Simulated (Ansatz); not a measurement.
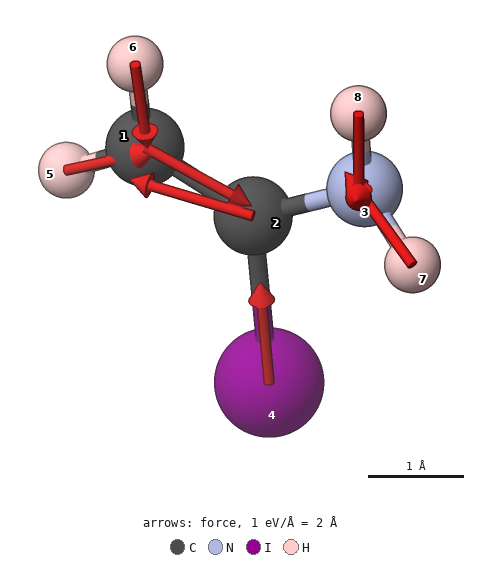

Starting geometry of C₂H₄IN with the computed forces as red arrows. A ball-and-stick model, seen from a free direction.

The start comes from PBE-D4/def2-SVP.

Method: RKS PBE0-D4/def2-TZVP in Ansatz 0.2.0.

The input:
```yaml
crystal:
  periodic: [false, false, false]
  atoms:
    - {symbol: C, position_ang: [-0.293823, 1.186895, -0.125887]}
    - {symbol: C, position_ang: [-0.168546, -0.153041, -0.229422]}
    - {symbol: N, position_ang: [0.802122, -0.964154, 0.325688]}
    - {symbol: I, position_ang: [-1.504036, -1.242144, -1.505102]}
    - {symbol: H, position_ang: [-1.018606, 1.751826, -0.722889]}
    - {symbol: H, position_ang: [0.363612, 1.741463, 0.564765]}
    - {symbol: H, position_ang: [0.494815, -1.886802, 0.641688]}
    - {symbol: H, position_ang: [1.416661, -0.491243, 0.995359]}
basis:
  gaussian: {orbitals: def2-TZVP}
hamiltonian: {xc: pbe0, dispersion: d4}
relax: {f_tol: 0.005, max_steps: 150}
```

Run as
```bash
ansatz run in.yaml --threads 2 --pin off --events-out ev --progress --plain --max-ram 4352MiB
```

### What follows when this structure is relaxed?

It isn't relaxed: the largest force vector, on C2, is 0.71 eV/Å. The final displacements follow the starting forces only in part (cosine between the two patterns 0.47). After 6 accepted moves (7 points after the start) the energy has fallen by 0.053 eV. The largest force component goes from 0.65 to 0.0013 eV/Å. The line search rejected the trial step at point 3 of the run. The largest move after the best rigid fit is that of H8, 0.076 Å. Largest moves by element: H 0.076 Å, I 0.047 Å, N 0.019 Å, C 0.018 Å. Some distances before and after: C2–I4 2.144 → 2.098 Å, C1–C2 1.350 → 1.329 Å, C1–H5 1.096 → 1.078 Å, C1–H6 1.103 → 1.086 Å. Cost: 29 s on 2 threads of Arm Neoverse V2 (shared host).
